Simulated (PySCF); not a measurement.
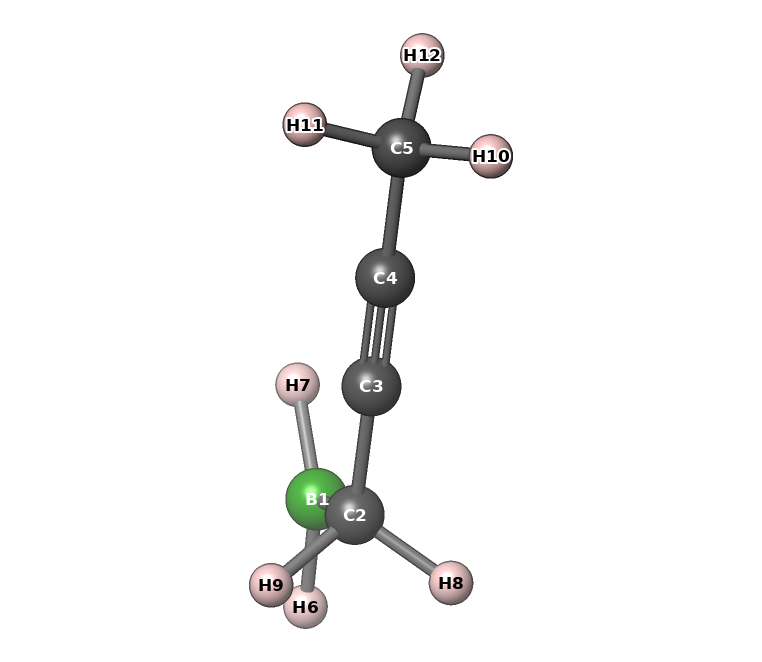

B1 lies behind C2. The molecule seen a little off the C2–B1 bond, C2 in front. Atoms fade into the background with distance from the viewer. Computed geometry: PBE0-D3(BJ)/def2-SVP optimisation. No frequency run is at hand to confirm it as a minimum.

Q: What is the torsion angle C3–C2–B1–H6? The sign is positive where the front bond must turn clockwise to cover the back bond.

A: 179°, antiperiplanar (anti).
